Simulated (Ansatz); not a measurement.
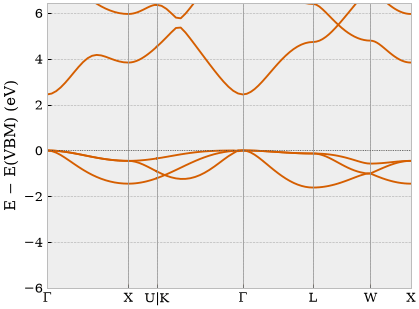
Band structure from PBE (plane waves, PAW; program Ansatz)

Read off the gap and where the band edges lie.

About 2.4 eV (2.45 eV by a search for the band edges); maximum at Γ, minimum at Γ.

Which of these materials gives this?
(A) Na2S, anti-fluorite
(B) CuCl, zinc blende
(C) CeO2, fluorite
(D) PbS, rock salt

A, Na2S, anti-fluorite

Space group Fm-3m (anti-fluorite). Symmetry was held in the PBE relaxation.

Potentials: the later of the program's two PAW sets.
